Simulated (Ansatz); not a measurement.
**Br2HIn: vertical energies of changing the electron count from a Python script**

What does it cost to change the electron count of Br2HIn? The task is vertical energies of changing the electron count, for Br2HIn.

Program: the Python package of Ansatz 0.2.0. Level of theory: r2SCAN/def2-SVPD. These are calculated values, not measurements.

## (1) Starting point

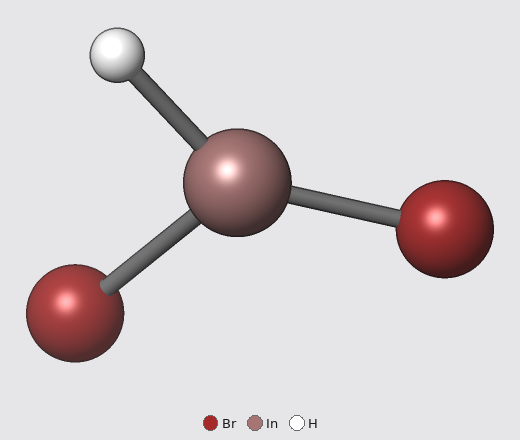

The starting structure, viewed from a chosen angle; bromine red, indium brown, hydrogen white.

The script holds or builds the structure itself.

## (2) The code

Input file br2hin_ip.py:

```python
'''Vertical ionisation energy of Br2HIn.'''

import ansatz as az


def energy_of(molecule, charge=0, unpaired=0):
    calc = (
        molecule.calculation()
        .basis(gaussian='def2-SVPD')
        .functional('r2SCAN')
    )
    if charge:
        calc = calc.charge(charge)
    if unpaired:
        calc = calc.spin('collinear', total=unpaired)
    report = calc.run(threads=1).report
    if report['published_state_doubts']:
        print('  doubts:', report['published_state_doubts'])
    return report['free_energy_ev']

GEOMETRY = '''
Br   -1.94600    0.88460   -1.22170
In    0.05310    0.39770   -0.11670
Br    0.69130   -2.20820   -0.02090
H     1.25710    0.86570    1.33900
'''

molecule = az.Crystal.molecule()
for line in GEOMETRY.strip().splitlines():
    symbol, *xyz = line.split()
    molecule = molecule.atom(symbol, [float(v) for v in xyz])

# delta-SCF style differences, no relaxation
parent = energy_of(molecule, 0, 0)
cation = energy_of(molecule, 1, 1)
print(f'E(N)   = {parent:.5f} eV')
print(f'E(N-1) = {cation:.5f} eV  (1 unpaired)')
print(f'vertical ionisation energy {cation - parent:.3f} eV')
```

## (3) The calls as engine input

The engine receives this input (first run):

```yaml
crystal:
  periodic: [false, false, false]
  atoms:
    - { symbol: Br, position_ang: [-1.946, 0.8846, -1.2217] }
    - { symbol: In, position_ang: [0.0531, 0.3977, -0.1167] }
    - { symbol: Br, position_ang: [0.6913, -2.2082, -0.0209] }
    - { symbol: H, position_ang: [1.2571, 0.8657, 1.339] }
basis:
  gaussian:
    orbitals: def2-SVPD
hamiltonian:
  xc: r2scan
```

## (4) Launch

Launch:

```
$ python br2hin_ip.py
```

The program printed:

```text
E(N)   = -145269.34341 eV
E(N-1) = -145259.52999 eV  (1 unpaired)
vertical ionisation energy 9.813 eV
```

Run time: 60 s. Hardware: 1 thread of Arm Neoverse V2, shared host; peak memory 0.43 GiB.

## (5) Inputs of later runs

The engine's inputs for the other runs:

Run 2, against run 1:

```diff
@@ -12,0 +13,4 @@
+magnetization:
+  spin_polarized: true
+  initial_magnetization: 1.0
+total_charge: 1.0
```

## (6) Run by run

One row for each of the 2 runs:

| run | system | unpaired or total moment | energy (eV) | <S²> | SCF cycles | CPU time (s) |
| --- | --- | --- | --- | --- | --- | --- |
| 1 | Br2HIn | not set | -145269.3434 | 0.00 | 16 | 8.7 |
| 2 | Br2HIn, charge +1 | 1 | -145259.5300 | 0.76 | 70 | 51 |

Totals carry meaning only in balanced differences at one level of theory.

## (7) What came out

| quantity | value |
| --- | --- |
| vertical ionisation energy | 9.813 eV |
| runs compared | 2 |

In words: The ionisation energy is a difference of two total energies at the neutral geometry. At this unrelaxed geometry removing an electron costs 9.81 eV. Reading the output:
- The geometry is a force-field or estimated start, not a minimum of this method, and the basis set is short of its limit. All parts are taken at fixed geometry, without zero-point energy. At an unrelaxed start these energies can be a whole eV from those at the minimum, and a small affinity can change sign.
- def2 sets replace the cores of elements past krypton by effective core potentials.
